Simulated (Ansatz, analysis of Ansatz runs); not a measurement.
# S_Cl under the (111) surface of SrCl2: energy against depth, part 3 of 3

Question: does neutral S_Cl prefer the (111) surface of SrCl2 or the inside, and by how much? The same defect is put at one site in each of several layers from the top towards the middle of one slab. Model: a cell of 36 host atoms with 1 Cl taken out and 1 S put in.

Ansatz 0.2.0; plane-wave PAW DFT, PBEsol and LDA; a slab with vacuum, neutral defects.

So far. Step 2 (The clean slab): On a dense mesh the slab's energy differs by 5 meV an atom, so the sampling is kept; the layers are compared at one sampling, where most of this error should cancel, which was not tested. Step 3 (Does the supercell reconstruct?): Atoms end at most 0.00 Å from the small cell's positions, so the small cell's structure is at least a local minimum.

## (5) Energies and states

Level of this step: plane-wave PAW DFT, PBEsol, periodic cell with vacuum; single point of a neutral defect in a slab on the structure relaxed with PBEsol (Ansatz).

Single points on the relaxed structures give the energies, all at one sampling, and show where the defect's states lie.

layer2_M1.point.pbesol/input.yaml reads:

```yaml
crystal:
  lattice:
    - [9.89878, 0.0, 0.0]
    - [4.94939, 8.572596, 0.0]
    - [0.0, 0.0, 23.0]
  atoms:
    - { symbol: Sr, position: [-0.02010499, 0.0010338, 0.66668709] }
    - { symbol: Sr, position: [0.33556887, 0.33674962, 0.33052992] }
[... 7 atom lines left out ...]
    - { symbol: Sr, position: [-0.00040045, 0.49939937, 0.67519663] }
[... 1 atom line left out ...]
    - { symbol: Sr, position: [0.17328897, 0.67288886, 0.50126687] }
[... 2 atom lines left out ...]
    - { symbol: Cl, position: [0.30578121, 0.80581831, 0.70680122] }
[... 1 atom line left out ...]
    - { symbol: S, position: [0.16696047, 0.6659495, 0.63104241] }
[... 10 atom lines left out ...]
    - { symbol: Sr, position: [0.50109325, 0.47987025, 0.66658706] }
[... 7 atom lines left out ...]
    - { symbol: Cl, position: [0.50374017, 0.50236396, 0.2849483] }
basis:
  ecutwfc: 420
  xc_grid: 2
hamiltonian:
  xc: pbesol
kpoints:
  mp_grid: { grid: [1, 1, 1] }
magnetization:
  spin_polarized: true
  initial_magnetization: 1
  spin_locking: { lock_magnetization: hard }
scf:
  occupations: { method: fermi_dirac, width: 0.01 }
  max_iter: 100
output:
  forces: true
  eigenvalues: true
  eigenstates: { localisation: true }
  populations: true
  efg: {}
  write_density: true
  write_potential: true
  volumetric_format: npy
checkpoint:
  write: "../layer2_M1.point.pbesol.run"
  compress: false
  write_wavefunctions: false
  write_every: 100000
```

Launch:

```console
> ansatz run input.yaml --threads 4 --pin off --max-ram 15073MiB --backend cpu --events-out ev --progress --plain --runs-dir out
```

Numbers of over 12 decimals in the logs are rounded to 6 here.

The log of the run:

```text
[...]
Sr: output.efg is read without spin–orbit coupling, which moves field gradients at and beside such atoms by some per cent and up to a factor of two; PAW files take it under magnetization.noncollinear and magnetization.spin_orbit
[...]
Crystal: 36 atoms, lattice volume = 1951.740 Å³
Basis set: ecut = 420 eV, 38177 PW (Γ), exchange–correlation on 144×144×320 points (8 copies of the dense FFT grid, shifted against one another)
Bands: 180, of which v1, the nominal top of the filled ones, is band 144 counted from 1 (143 counted from 0)
Symmetry: 1 space group operations
[...]
k-points: 1
[...]
Starting moments: Σ|m| = 1 μB on 36 of 36 sites
[...]
SCF iter   1: F=—  HF=-67278.345999 eV  |F-HF|=—  |Δ(HF+E_count)|=         —  Δρ=1.00e-2 (↑9.61e-3 ↓1.00e-2)  dr2=1.51e1  dr2_m=1.68e-1  M=1.000 μB ∫|m|=1.047 μB  β_m=0.30  ethr=3.10e-3  ⟨swp⟩=19.0  Hψ=2587  notcnv=0  defer=3
[...]
SCF iter  11: F=-67274.695605 eV  HF=-67274.695605 eV  |F-HF|=5.09e-10  |Δ(HF+E_count)|=   1.03e-8  Δρ=1.95e-7 (↑1.30e-7 ↓1.95e-7)  dr2=1.11e-9  dr2_m=2.79e-10  M=1.000 μB ∫|m|=1.074 μB  ethr=5.37e-12  ⟨swp⟩=9.0  Hψ=2223  notcnv=0
SCF 1 converged in 11 iterations: F = -67274.695605 eV  dr2 = 1.11e-9
[...]
WARN: The output density's exchange-correlation potential varies sharply where the density is thin. Do not read a vacuum level from v_tot or v_xc, or from such a field of the output density. [...]
SCF converged after 11 iterations
[...]
Magnetization: 1.0000 μB (144.0000 up, 143.0000 down)
Absolute magnetization: 1.0726 μB (∫|ρ↑−ρ↓|, with the PAW one-centre terms)
[...]
Per-site moments (μB) at R_I (Å): [(0.00175343, 1.203466), (1.9220125972969e-6, 1.209181), (0.000483169, 1.224734), [... 33 left out ...]
Free energy (F): -67274.695605 eV
[...]
Internal energy: -67274.695605 eV  (E = F + TS)
E sigma→0 (E₀):  -67274.695605 eV
Fermi energy:    -0.510239 (↑ 1.157860, ↓ -0.510240) eV
[...]
--- Forces (eV/Å), atoms counted from 1 ---
  atom   1  Sr    -0.00356960     0.00385582    -0.00424068
  atom   2  Sr     0.00079733    -0.00298876    -0.00123753
  [... 2 atoms left out ...]
  atom   5  Cl    -0.00018156    -0.00138555     0.00138826
  [... 4 atoms left out ...]
  atom  10  Sr     0.00017964    -0.00879846     0.00019879
  [... 1 atom left out ...]
  atom  12  Sr    -0.00601907     0.00112815    -0.00163949
  [... 1 atom left out ...]
  atom  14  Cl     0.00004292    -0.00231224     0.00097925
  atom  15  Cl     0.00635051     0.00500941    -0.00006384
  [... 1 atom left out ...]
  atom  17  S     -0.00923565     0.00337320    -0.00134495
  [... 10 atoms left out ...]
  atom  28  Sr     0.00675615    -0.01651605     0.00946027
  [... 3 atoms left out ...]
  atom  32  Cl    -0.00268431     0.00015256     0.00250031
  atom  33  Cl     0.00298573    -0.00401028     0.00249807
  [... 3 atoms left out ...]
  max |Σ_I F_I| component: 7.66e-6 eV/Å
--- PAW observables at the nuclei: V_zz in 10²¹ V/m², potentials from the cell's mean, atoms counted from 1 ---
  atom   1  Sr V_zz =    +4.601202   η = 0.7669   by run symmetry: allowed
            electrostatic potential = -5500.143005 V   contact ρ = 400379.537750 e/Å³   contact ρ_s (e/Å³): all electrons -0.029631, valence -0.029263
  [... 6 lines on atoms farther from the defect left out ...]
  atom   5  Cl V_zz =    +0.718042   η = 0.2893   by run symmetry: allowed
[...]
atom  10  Sr V_zz =    +4.338732   η = 0.2726   by run symmetry: allowed
[...]
atom  12  Sr V_zz =    -2.009772   η = 0.0746   by run symmetry: allowed
[...]
atom  14  Cl V_zz =    +2.806308   η = 0.3508   by run symmetry: allowed
[...]
atom  15  Cl V_zz =    +7.812596   η = 0.6613   by run symmetry: allowed
[...]
atom  17  S  V_zz =   +24.558801   η = 0.0075   by run symmetry: allowed
[...]
atom  28  Sr V_zz =    +4.650768   η = 0.7457   by run symmetry: allowed
[...]
atom  32  Cl V_zz =    +0.693765   η = 0.2810   by run symmetry: allowed
[...]
atom  33  Cl V_zz =    -3.115936   η = 0.2130   by run symmetry: allowed
[...]
--- Band table (eV) ---
[...]
--- Löwdin populations: 36 sites ---
  site symbol       q [e]    m [muB]
     0     Sr      8.3323    -0.0008
     1     Sr      8.3264    -0.0000
  [... 2 atoms left out ...]
     4     Cl      7.7130     0.0003
  [... 4 atoms left out ...]
     9     Sr      8.3280     0.0012
  [... 1 atom left out ...]
    11     Sr      8.3670     0.0013
  [... 1 atom left out ...]
    13     Cl      7.6816     0.0525
    14     Cl      7.6225     0.1748
  [... 1 atom left out ...]
    16      S      6.8495     0.7457
  [... 10 atoms left out ...]
    27     Sr      8.3324    -0.0008
  [... 3 atoms left out ...]
    31     Cl      7.7129     0.0003
    32     Cl      7.7466     0.0009
  [... 3 atoms left out ...]
  spilling = 0.008668 (of n_electrons = 287.000000)
```

Elapsed: 37 s, on 4 threads of Arm Neoverse V1, shared host; peak memory 2.5 GiB; 2.4 min of CPU time.

States next to the filling edge at the first k-point, on the run's own zero (eigenstates.tsv). The participation number counts the atoms that a state is spread over, of 36; bands count from 0.

| spin | band | energy (eV) | occupation | participation | largest share on | share |
| --- | --- | --- | --- | --- | --- | --- |
| down | 137 | -1.939 | 1.00 | 8.8 | Cl24 | 0.24 |
| down | 138 | -1.880 | 1.00 | 8.3 | Cl18 | 0.23 |
| down | 139 | -1.866 | 1.00 | 6.2 | Cl9 | 0.27 |
| down | 140 | -1.843 | 1.00 | 15.4 | Cl27 | 0.12 |
| down | 141 | -0.968 | 1.00 | 2.0 | S17 | 0.69 |
| down | 142 | -0.931 | 1.00 | 2.0 | S17 | 0.71 |
| down | 143 | -0.090 | 0.00 | 2.2 | S17 | 0.65 |
| down | 144 | 3.359 | 0.00 | 32.6 | Cl18 | 0.04 |
| down | 145 | 3.728 | 0.00 | 25.7 | Sr30 | 0.08 |
| down | 146 | 3.741 | 0.00 | 27.5 | Sr30 | 0.07 |
| down | 147 | 3.743 | 0.00 | 27.8 | Sr21 | 0.08 |
| up | 138 | -1.883 | 1.00 | 8.1 | Cl18 | 0.24 |
| up | 139 | -1.868 | 1.00 | 6.1 | Cl9 | 0.28 |
| up | 140 | -1.849 | 1.00 | 14.7 | Cl27 | 0.13 |
| up | 141 | -1.190 | 1.00 | 2.3 | S17 | 0.65 |
| up | 142 | -1.157 | 1.00 | 2.1 | S17 | 0.67 |
| up | 143 | -1.036 | 1.00 | 2.6 | S17 | 0.56 |
| up | 144 | 3.352 | 0.00 | 32.7 | Cl18 | 0.04 |
| up | 145 | 3.716 | 0.00 | 25.7 | Sr30 | 0.08 |
| up | 146 | 3.728 | 0.00 | 28.1 | Sr21 | 0.08 |
| up | 147 | 3.738 | 0.00 | 27.4 | Sr21 | 0.08 |
| up | 148 | 3.752 | 0.00 | 20.4 | Cl18 | 0.07 |

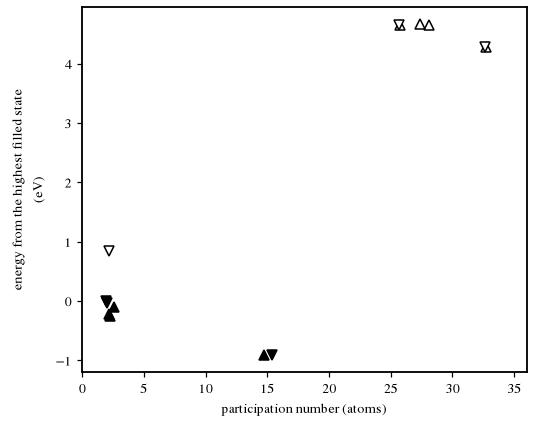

States next to the filling edge at the first k-point: energy against spread. Filled marks are occupied, open marks empty; triangles up and down are the spins.

Under PBEsol, periodic cell with vacuum at the zone centre alone, the highest filled state is spin down, spread over 2 of 36 atoms, and the lowest empty one, 0.84 eV above it, is spin down, spread over 2 of 36 atoms.

Valence electrons by atom (Löwdin), nearest atoms first, with the excess over far atoms of the same element, which can also hold differences between inequivalent host sites (the log counts sites from 0):

```csv
atom,distance from the centre (Å),electrons,excess
S17,0.07,6.849,-
Sr12,2.92,8.367,0.031
Cl15,3.00,7.622,-0.111
Sr28,3.01,8.332,-0.003
Sr1,3.01,8.332,-0.003
Sr10,3.05,8.328,-0.007
Cl14,3.27,7.682,-0.052
Cl5,3.58,7.713,-0.020
```

The largest moments in the atoms' spheres: S17 0.59, Cl15 0.16, Cl14 0.06, Sr12 0.00, Cl24 0.00, Sr10 0.00 μB.

Isotropic hyperfine couplings from the contact spin densities (Fermi contact term with core polarisation, no dipolar part), the largest:

```csv
atom,isotope,distance from the centre (Å),contact spin density (e/Å³),A (MHz)
Cl15,35Cl,3.00,0.614,39.9
Cl14,35Cl,3.27,0.295,19.2
S17,33S,0.07,0.295,15.0
Sr12,87Sr,2.92,0.0854,-2.5
Sr10,87Sr,3.05,0.0654,-1.9
Sr19,87Sr,5.73,0.0479,-1.4
Cl25,35Cl,6.83,0.0151,1.0
Sr1,87Sr,3.01,-0.0296,0.9
Sr28,87Sr,3.01,-0.0288,0.8
Cl5,35Cl,3.58,-0.0115,-0.7
```

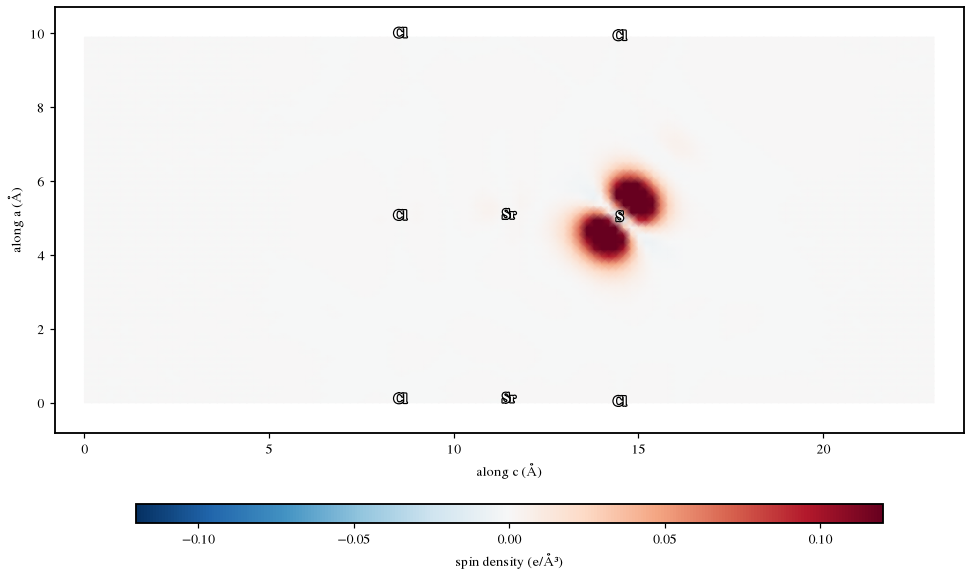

Spin density in the ca plane at fractional y = 0.666, through the centre, with atoms of Sr and Cl and S within 0.45 Å of it.

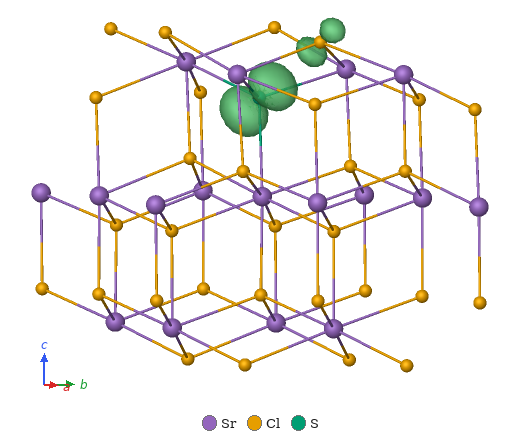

Surface of spin density = 0.064 e/Å³, which holds about 50 % of the integral of its size.

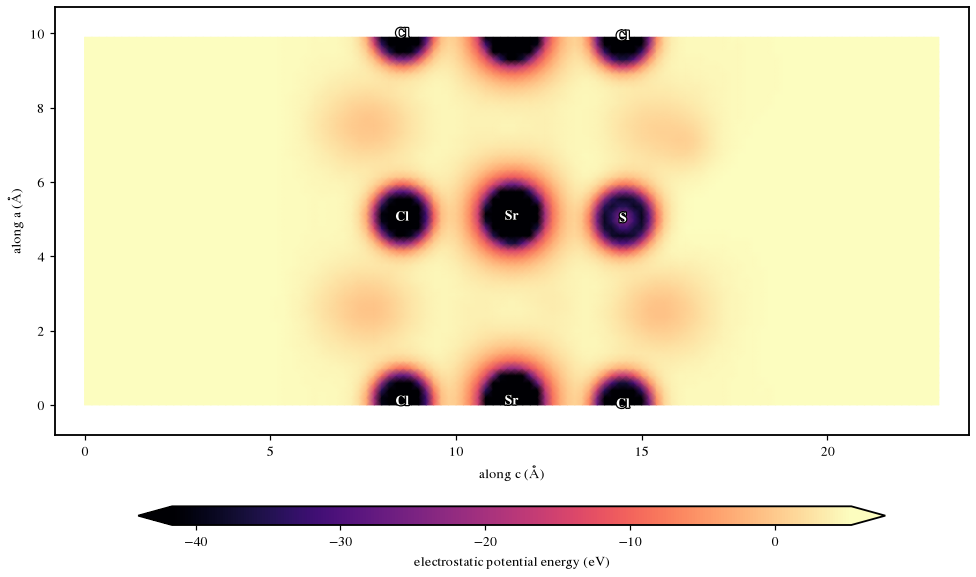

Electrostatic potential energy in the ca plane at fractional y = 0.666, through the centre, with atoms of Sr and Cl and S within 0.45 Å of it. With pseudopotentials it is smooth inside the atoms' cores, unlike the true potential.

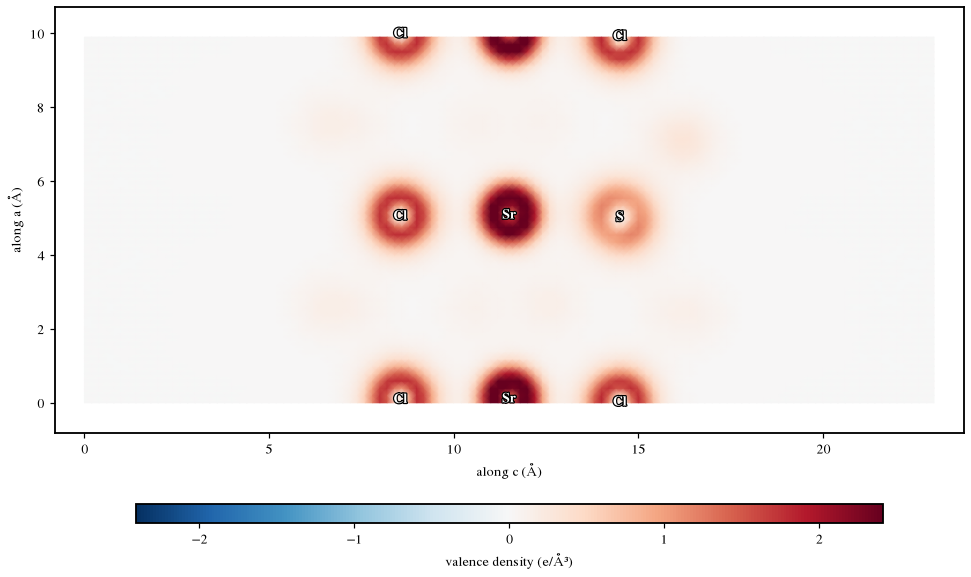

Valence density in the ca plane at fractional y = 0.666, through the centre, with atoms of Sr and Cl and S within 0.45 Å of it. It is the smooth field of the valence electrons, not physical close to the nuclei.

Against the clean slab and Cl (Cl2 molecule) and S (S12 rings, Pnnm; not the stable S8 form):

```csv
layer,depth (Å),total moment (μB),formation energy (eV),against the deepest layer (eV)
1,0.00,1,3.22,-0.05
2,1.99,1,3.21,-0.05
3,3.98,1,3.26,0.00
```

## (6) The same structures under LDA

LDA on the same structures tests whether the order of the layers belongs to the functional.

layer2_M1.point.lda/input.yaml, as its differences from layer2_M1.point.pbesol/input.yaml of step 5:

```diff
@@ -24,3 +24,3 @@
 hamiltonian:
-  xc: pbesol
+  xc: lda
 kpoints:
@@ -39,8 +39,4 @@
   populations: true
-  efg: {}
-  write_density: true
-  write_potential: true
-  volumetric_format: npy
 checkpoint:
-  write: "../layer2_M1.point.pbesol.run"
+  write: "../layer2_M1.point.lda.run"
   compress: false
```

The log of the run:

```text
[...]
Crystal: 36 atoms, lattice volume = 1951.740 Å³
Basis set: ecut = 420 eV, 38177 PW (Γ), exchange–correlation on 144×144×320 points (8 copies of the dense FFT grid, shifted against one another)
Bands: 180, of which v1, the nominal top of the filled ones, is band 144 counted from 1 (143 counted from 0)
Symmetry: 1 space group operations
[...]
k-points: 1
[...]
Starting moments: Σ|m| = 1 μB on 36 of 36 sites
[...]
SCF iter   1: F=—  HF=-66303.916473 eV  |F-HF|=—  |Δ(HF+E_count)|=         —  Δρ=9.93e-3 (↑9.55e-3 ↓9.93e-3)  dr2=1.51e1  dr2_m=1.69e-1  M=1.000 μB ∫|m|=1.046 μB  β_m=0.30  ethr=3.10e-3  ⟨swp⟩=15.5  Hψ=2613  notcnv=0  defer=10
[...]
[... 10 atoms left out ...]
  atom  28  Sr     0.00322277    -0.02122117    -0.07131313
  [... 3 atoms left out ...]
  atom  32  Cl     0.00125845    -0.00527130     0.00737674
  atom  33  Cl    -0.00406125     0.00032586    -0.15838724
  [... 3 atoms left out ...]
  max |Σ_I F_I| component: 2.33e-5 eV/Å
--- Band table (eV) ---
[...]
--- Löwdin populations: 36 sites ---
  site symbol       q [e]    m [muB]
     0     Sr      8.3415    -0.0007
     1     Sr      8.3361    -0.0000
  [... 2 atoms left out ...]
     4     Cl      7.7033     0.0004
  [... 4 atoms left out ...]
     9     Sr      8.3378     0.0012
  [... 1 atom left out ...]
    11     Sr      8.3762     0.0013
  [... 1 atom left out ...]
    13     Cl      7.6694     0.0560
    14     Cl      7.6092     0.1804
  [... 1 atom left out ...]
    16      S      6.8482     0.7340
  [... 10 atoms left out ...]
    27     Sr      8.3416    -0.0007
  [... 3 atoms left out ...]
    31     Cl      7.7032     0.0004
    32     Cl      7.7365     0.0010
  [... 3 atoms left out ...]
  spilling = 0.009080 (of n_electrons = 287.000000)
[key lines of the parts left out:]
SCF converged after 11 iterations
Magnetization: 1.0000 μB (144.0000 up, 143.0000 down)
Free energy (F): -66299.275716 eV
Fermi energy:    -0.743699 (↑ 0.896687, ↓ -0.743721) eV
```

It took 27 s on 4 threads; peak memory 2.3 GiB; 1.8 min of CPU time.

Against the clean slab and Cl (Cl2 molecule) and S (S12 rings, Pnnm; not the stable S8 form):

```csv
layer,depth (Å),total moment (μB),formation energy (eV),against the deepest layer (eV)
1,0.00,1,3.50,-0.01
2,1.99,1,3.43,-0.07
3,3.98,1,3.50,0.00
```

The highest layer obtained now stands −0.01 eV from the deepest, against −0.05 eV before.

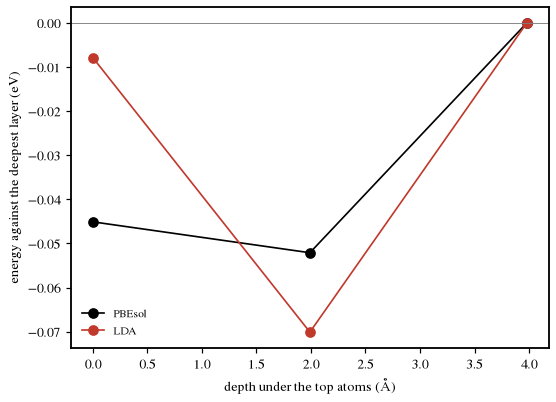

Lowest energy of the defect in each layer, against the deepest one.

## (7) Outcome

```json
{
  "highest less deepest of the layers obtained (PBEsol)": "-0.05 eV",
  "layer of the lowest energy (PBEsol)": "2",
  "highest less deepest of the layers obtained (LDA)": "-0.01 eV",
  "layer of the lowest energy (LDA)": "2"
}
```

Under PBEsol S_Cl is 0.05 eV lower in layer 1 than in layer 3, 4.0 Å down, so the two sites are alike within the accuracy here. The two deepest layers differ by 0.05 eV, a small step, but no smaller than those above it. The functionals give the same layer as lowest. The clean slab's gap at this sampling is 5.18 eV. Limits: neutral states alone; one site a layer, which need not be the same crystallographic site in every layer, at most four layers; one defect on one side of the slab, 9.9 Å from its images and with no dipole correction; the deepest layer of so thin a slab is not yet bulk, and the thickness was not varied; the in-plane lattice is the database's, not relaxed here; no adsorbates, no temperature.

[Logs are printed without paths, hosts, clocks, repeated set-up lines and the standing remarks that a program may print on its own settings, such as how far it seeks lower states.]

[Hosts, paths, dates, database ids (printed as entryN), source tags and the programs' standing remarks are cut or masked in the printed files.]

[Maps of the electrostatic potential energy from Ansatz leave out the sawtooth potential of an applied field or a dipole correction, so their vacuum need not be flat.]
